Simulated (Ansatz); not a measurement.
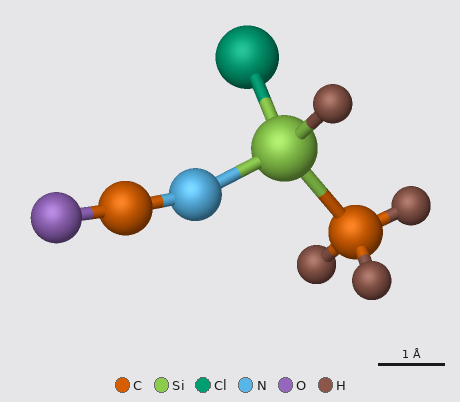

C2H4ClNOSi (coarse preliminary run), before the relaxation. The picture is a ball-and-stick view, seen at a tilt.

The start comes from a force field.

These are results of RKS PBE-D4/def2-SVP (Ansatz 0.2.0), not measurements.

Input
```yaml
crystal:
  periodic: [false, false, false]
  atoms:
    - {symbol: C, position_ang: [0.127800, -1.642100, -0.047000]}
    - {symbol: Si, position_ang: [0.676500, 0.135700, -0.129300]}
    - {symbol: Cl, position_ang: [1.301900, 0.578200, -2.028700]}
    - {symbol: N, position_ang: [-0.570000, 1.166200, 0.298800]}
    - {symbol: C, position_ang: [-1.270100, 2.114500, 0.474500]}
    - {symbol: O, position_ang: [-1.904000, 3.107800, 0.687600]}
    - {symbol: H, position_ang: [-0.723100, -1.762100, -0.749700]}
    - {symbol: H, position_ang: [-0.236300, -1.838500, 0.937500]}
    - {symbol: H, position_ang: [0.877500, -2.287600, -0.275500]}
    - {symbol: H, position_ang: [1.803000, 0.376800, 0.835000]}
basis:
  gaussian: {orbitals: def2-SVP}
hamiltonian: {xc: pbe, dispersion: d4}
relax: {f_tol: 0.03, max_steps: 200}
```

### What does the optimiser find from here?

After 5 geometry steps the energy has fallen by 31.0 kJ/mol. Largest force component: 3.1 eV/Å at the start, 0.013 eV/Å at the end. O6 moves most after the best rigid fit: 0.13 Å. By element the largest moves are O 0.13 Å, H 0.10 Å, N 0.08 Å, Si 0.06 Å, C 0.05 Å, Cl 0.04 Å. Among the contacts that change: C1–H9 1.015 → 1.108 Å, Si2–N4 1.673 → 1.729 Å, C1–H8 1.068 → 1.109 Å, Si2–Cl3 2.048 → 2.084 Å. Bond angles that change, for instance: Si2–C1–H7 107.5° → 110.5°, C1–Si2–H10 110.2° → 113.2°, N4–C5–O6 175.8° → 178.2°.

Step by step:

```json
{"step": "0", "E − E(0), kJ/mol": "0.00", "largest force component, eV/Å": "3.1340"}
{"step": "1", "E − E(0), kJ/mol": "-26.68", "largest force component, eV/Å": "0.7884"}
{"step": "2", "E − E(0), kJ/mol": "-30.04", "largest force component, eV/Å": "0.3947"}
{"step": "3", "E − E(0), kJ/mol": "-30.56", "largest force component, eV/Å": "0.2467"}
{"step": "4", "E − E(0), kJ/mol": "-30.85", "largest force component, eV/Å": "0.0928"}
{"step": "5", "E − E(0), kJ/mol": "-30.96", "largest force component, eV/Å": "0.0131"}
```

The structure at the end:

```xyz
10

C     0.0861   -1.6217   -0.0444
Si    0.7309    0.1279   -0.1035
Cl    1.3426    0.5842   -2.0429
N    -0.5303    1.2211    0.3481
C    -1.2762    2.1657    0.4860
O    -2.0238    3.0657    0.6445
H    -0.7650   -1.7463   -0.7428
H    -0.2597   -1.8658    0.9808
H     0.8819   -2.3387   -0.3293
H     1.8966    0.3567    0.8068
```

The end point in the same view:

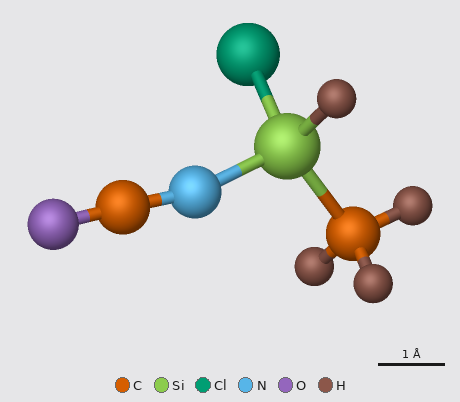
